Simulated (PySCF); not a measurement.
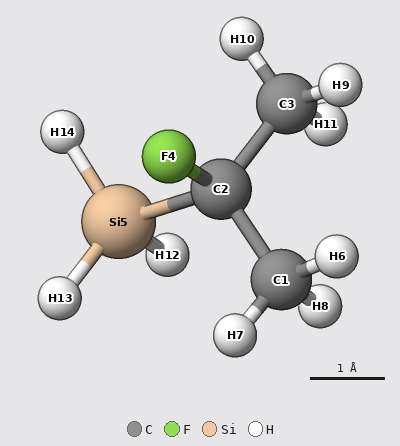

Fig. 1: The structure as given in the input (ball-and-stick view, seen at a tilt; atoms are numbered from 1 in the order of the input).

## Geometry relaxation of C3H9FSi

The run: geometry relaxation of C3H9FSi, SMILES CC(C)(F)[SiH3]. Method and program: PBE0-D3(BJ)/def2-SVP geometry optimisation, gas phase (PySCF 2.14.0).

Input file
```
{"job": {"xc": "PBE0", "basis": "def2-SVP", "d3": "d3bj", "grid": 1, "shake": 0.01, "kind": "geom"}, "charge": 0, "multiplicity": 1}
C     -0.989510    -1.157910    -0.144720
C     -0.123280     0.077270    -0.366530
C     -0.719560     1.316330     0.296480
F     -0.075440     0.339770    -1.755000
Si     1.718980    -0.246240     0.107350
H     -2.029380    -0.919240    -0.486430
H     -0.621880    -1.985450    -0.710220
H     -1.017970    -1.384500     0.901220
H     -1.720140     1.499520    -0.019150
H     -0.104380     2.192900     0.075640
H     -0.717700     1.180400     1.392070
H      1.762300    -0.505640     1.563910
H      2.160350    -1.384040    -0.654500
H      2.470470     0.961770    -0.207880
```

The first line tells a small driver script what to run in PySCF; the rest is the geometry in Å.

Hardware: 1 CPU thread, shared host.

Launch command:
```bash
OMP_NUM_THREADS=1 python <driver script> task.json out
```

The program's output
```
step   0  E = -508.44383068  max force = 0.034808
step   1  E = -508.44874871  max force = 0.006698
step   2  E = -508.44892165  max force = 0.001431
step   3  E = -508.44895065  max force = 0.000776
step   4  E = -508.44896840  max force = 0.000773
step   5  E = -508.44897898  max force = 0.000485
step   6  E = -508.44898439  max force = 0.000479
step   7  E = -508.44898786  max force = 0.000372
optimisation converged
```

Trajectory as extended XYZ (Å, eV, eV/Å), 8 frames, from step=0 to step=7
```
14
Properties=species:S:1:pos:R:3:forces:R:3 step=0 energy=-13835.46135
C    -0.9895   -1.1579   -0.1447   -0.7732   1.7899  -0.7533
C    -0.1233    0.0773   -0.3665   -0.1212   0.1398  -0.1284
C    -0.7196    1.3163    0.2965    1.5670  -0.6689   0.6865
F    -0.0754    0.3398   -1.7550   -0.0727  -0.1431   0.1467
Si    1.7190   -0.2462    0.1074   -1.2595   0.5687   0.3975
H    -2.0294   -0.9192   -0.4864    0.4835  -0.2556   0.1754
H    -0.6219   -1.9854   -0.7102    0.3708  -0.9746  -0.5232
H    -1.0180   -1.3845    0.9012   -0.0634  -0.3984   1.0097
H    -1.7201    1.4995   -0.0192   -1.2338   0.1430  -0.5044
H    -0.1044    2.1929    0.0756    0.0579   0.2247  -0.0849
H    -0.7177    1.1804    1.3921   -0.0625   0.0493  -0.0669
H     1.7623   -0.5056    1.5639    0.1661  -0.1284   0.2928
H     2.1604   -1.3840   -0.6545    0.4611  -0.8392  -0.5017
H     2.4705    0.9618   -0.2079    0.4798   0.4928  -0.1457
14
Properties=species:S:1:pos:R:3:forces:R:3 step=1 energy=-13835.59517
C    -0.7765   -1.1387   -0.0472    0.1428  -0.2726   0.0890
C     0.0440    0.1120   -0.2924   -0.0603  -0.0135   0.0858
C    -0.4991    1.3054    0.4666   -0.3444   0.1389  -0.1313
F    -0.0404    0.4069   -1.6602    0.0359   0.0185  -0.0726
Si    1.9055   -0.1710    0.0632    0.1082  -0.1491   0.0052
H    -1.8176   -0.9811   -0.3642   -0.0723   0.0698  -0.0325
H    -0.3763   -1.9998   -0.6146   -0.0706   0.1513   0.1044
H    -0.7823   -1.4000    1.0265    0.0253   0.0108  -0.1507
H    -1.5520    1.4968    0.1657    0.2765  -0.0660   0.0812
H     0.0816    2.2139    0.2514    0.0165   0.0213  -0.0113
H    -0.4800    1.1307    1.5513    0.0203  -0.0225   0.0466
H     2.1026   -0.4864    1.5143   -0.0180   0.0283  -0.0076
H     2.3971   -1.3347   -0.7401   -0.0259   0.0723   0.0058
H     2.6931    1.0496   -0.2803   -0.0339   0.0124  -0.0120
14
Properties=species:S:1:pos:R:3:forces:R:3 step=2 energy=-13835.59988
C    -0.7760   -1.1428   -0.0449   -0.0211  -0.0254  -0.0045
C     0.0442    0.1091   -0.2887    0.0041   0.0047   0.0736
C    -0.5011    1.3073    0.4654   -0.0699   0.0246  -0.0355
F    -0.0349    0.4033   -1.6588    0.0185  -0.0049  -0.0311
Si    1.9079   -0.1747    0.0652    0.0229  -0.0378   0.0074
H    -1.8181   -0.9729   -0.3621    0.0041   0.0062   0.0093
H    -0.3817   -1.9985   -0.6142   -0.0092   0.0259  -0.0010
H    -0.7798   -1.4097    1.0232    0.0110   0.0017  -0.0146
H    -1.5473    1.4926    0.1669    0.0349  -0.0182   0.0144
H     0.0789    2.2162    0.2457    0.0058  -0.0119  -0.0041
H    -0.4788    1.1342    1.5519    0.0146  -0.0015   0.0001
H     2.1054   -0.4842    1.5165   -0.0024   0.0109   0.0003
H     2.3998   -1.3298   -0.7437   -0.0056   0.0179  -0.0101
H     2.6813    1.0534   -0.2829   -0.0077   0.0078  -0.0041
14
Properties=species:S:1:pos:R:3:forces:R:3 step=3 energy=-13835.60067
C    -0.7776   -1.1439   -0.0433   -0.0253   0.0265  -0.0140
C     0.0449    0.1070   -0.2851    0.0067  -0.0082   0.0399
C    -0.5025    1.3067    0.4643    0.0157  -0.0018  -0.0059
F    -0.0305    0.3989   -1.6569    0.0150  -0.0043  -0.0189
Si    1.9098   -0.1752    0.0671   -0.0084   0.0028   0.0050
H    -1.8199   -0.9683   -0.3567    0.0045  -0.0039   0.0119
H    -0.3870   -1.9960   -0.6179    0.0030  -0.0107  -0.0191
H    -0.7779   -1.4150    1.0228    0.0060  -0.0069   0.0150
H    -1.5478    1.4871    0.1672   -0.0274   0.0002  -0.0023
H     0.0771    2.2144    0.2394   -0.0018  -0.0025  -0.0011
H    -0.4764    1.1372    1.5514    0.0072   0.0051  -0.0028
H     2.1105   -0.4822    1.5183    0.0040   0.0014  -0.0002
H     2.4022   -1.3249   -0.7475    0.0012   0.0003  -0.0079
H     2.6748    1.0577   -0.2833   -0.0004   0.0020   0.0004
14
Properties=species:S:1:pos:R:3:forces:R:3 step=4 energy=-13835.60115
C    -0.7788   -1.1454   -0.0413   -0.0106   0.0370  -0.0095
C     0.0455    0.1047   -0.2815   -0.0014  -0.0103   0.0054
C    -0.5042    1.3065    0.4626    0.0397  -0.0153   0.0032
F    -0.0257    0.3935   -1.6553    0.0081  -0.0029  -0.0027
Si    1.9112   -0.1745    0.0688   -0.0176   0.0209   0.0020
H    -1.8224   -0.9658   -0.3478    0.0009  -0.0059   0.0097
H    -0.3928   -1.9943   -0.6236    0.0045  -0.0151  -0.0150
H    -0.7733   -1.4224    1.0233    0.0038  -0.0081   0.0155
H    -1.5507    1.4816    0.1681   -0.0340   0.0063  -0.0046
H     0.0732    2.2139    0.2312   -0.0057   0.0019  -0.0025
H    -0.4729    1.1428    1.5505    0.0002   0.0050  -0.0015
H     2.1170   -0.4809    1.5193    0.0056  -0.0053  -0.0007
H     2.4046   -1.3190   -0.7518    0.0035  -0.0070  -0.0020
H     2.6689    1.0628   -0.2826    0.0029  -0.0012   0.0027
14
Properties=species:S:1:pos:R:3:forces:R:3 step=5 energy=-13835.60144
C    -0.7789   -1.1468   -0.0389    0.0025   0.0170  -0.0008
C     0.0455    0.1029   -0.2793   -0.0052  -0.0036  -0.0190
C    -0.5059    1.3062    0.4605    0.0249  -0.0096   0.0050
F    -0.0229    0.3889   -1.6546    0.0008  -0.0021   0.0082
Si    1.9117   -0.1726    0.0696   -0.0102   0.0177   0.0010
H    -1.8246   -0.9655   -0.3366   -0.0015  -0.0032   0.0054
H    -0.3972   -1.9929   -0.6288    0.0011  -0.0073  -0.0041
H    -0.7657   -1.4292    1.0245    0.0027  -0.0050   0.0054
H    -1.5549    1.4763    0.1695   -0.0148   0.0044  -0.0011
H     0.0676    2.2142    0.2221   -0.0053   0.0033  -0.0032
H    -0.4694    1.1488    1.5491   -0.0026   0.0023  -0.0003
H     2.1226   -0.4809    1.5190    0.0027  -0.0065  -0.0010
H     2.4066   -1.3135   -0.7554    0.0025  -0.0060   0.0023
H     2.6652    1.0676   -0.2809    0.0025  -0.0014   0.0023
14
Properties=species:S:1:pos:R:3:forces:R:3 step=6 energy=-13835.60159
C    -0.7776   -1.1480   -0.0366    0.0066  -0.0019   0.0051
C     0.0449    0.1022   -0.2791   -0.0026   0.0035  -0.0246
C    -0.5074    1.3062    0.4587    0.0032  -0.0013   0.0030
F    -0.0235    0.3860   -1.6550   -0.0039  -0.0021   0.0107
Si    1.9115   -0.1702    0.0691   -0.0005   0.0060   0.0017
H    -1.8256   -0.9675   -0.3265   -0.0021  -0.0002   0.0019
H    -0.3990   -1.9924   -0.6314   -0.0010   0.0008   0.0024
H    -0.7571   -1.4337    1.0260    0.0019  -0.0012  -0.0018
H    -1.5586    1.4725    0.1713    0.0016   0.0003   0.0013
H     0.0621    2.2152    0.2148   -0.0023   0.0015  -0.0026
H    -0.4666    1.1531    1.5477   -0.0017   0.0000   0.0003
H     2.1248   -0.4815    1.5176   -0.0007  -0.0035  -0.0009
H     2.4079   -1.3097   -0.7575    0.0008  -0.0017   0.0026
H     2.6637    1.0712   -0.2795    0.0007  -0.0003   0.0008
14
Properties=species:S:1:pos:R:3:forces:R:3 step=7 energy=-13835.60168
C    -0.7753   -1.1494   -0.0338    0.0048  -0.0125   0.0073
C     0.0440    0.1020   -0.2800    0.0018   0.0072  -0.0191
C    -0.5090    1.3062    0.4568   -0.0112   0.0048   0.0007
F    -0.0269    0.3836   -1.6561   -0.0058  -0.0023   0.0085
Si    1.9111   -0.1674    0.0676    0.0053  -0.0044   0.0022
H    -1.8257   -0.9710   -0.3162   -0.0010   0.0013  -0.0004
H    -0.3990   -1.9926   -0.6320   -0.0016   0.0046   0.0043
H    -0.7471   -1.4367    1.0284    0.0008   0.0015  -0.0043
H    -1.5620    1.4689    0.1735    0.0095  -0.0025   0.0018
H     0.0565    2.2163    0.2080    0.0006  -0.0003  -0.0009
H    -0.4637    1.1564    1.5462    0.0003  -0.0010   0.0004
H     2.1248   -0.4816    1.5154   -0.0027   0.0005  -0.0005
H     2.4092   -1.3061   -0.7593   -0.0003   0.0022   0.0007
H     2.6628    1.0749   -0.2788   -0.0006   0.0009  -0.0007
```

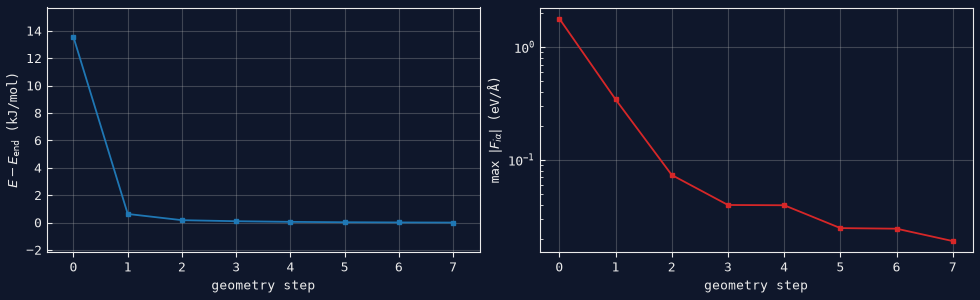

Fig. 2: Progress of the relaxation, step by step (steps are counted from 0).

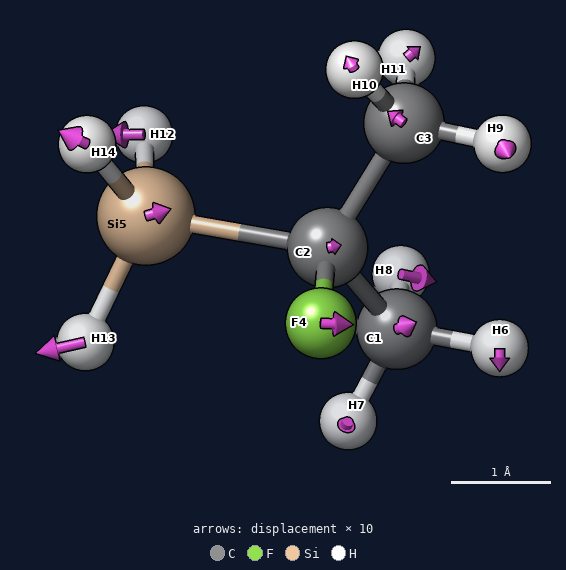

Fig. 3: The starting structure with the displacements as pink arrows, magnified 10 times (ball-and-stick view, seen at a tilt). The two geometries are laid on each other by the best rigid fit. The atom that moves furthest after the best rigid fit is H13 (0.054 Å). By element the largest moves are H 0.054 Å, F 0.035 Å, Si 0.029 Å, C 0.028 Å. Among the contacts that change: Si5–H13 1.439 → 1.493 Å, Si5–H14 1.457 → 1.493 Å, C1–H7 1.068 → 1.100 Å, C1–H6 1.120 → 1.102 Å. Among the angles that change: H7–C1–H8 111.3° → 108.4°, H12–Si5–H13 111.9° → 109.1°, H13–Si5–H14 112.5° → 109.8°. Over 7 geometry steps the energy falls by 13.5 kJ/mol. Largest force component: 1.8 eV/Å at the start, 0.019 eV/Å at the end. (Atoms are counted from 1 in the order of the input.)

Results in brief

```tsv
quantity	value
outcome	converged
total energy	−508.448988 hartree
dipole moment	1.68 D
point group	Cs
wall time	37 s
peak memory	0.5 GiB
```
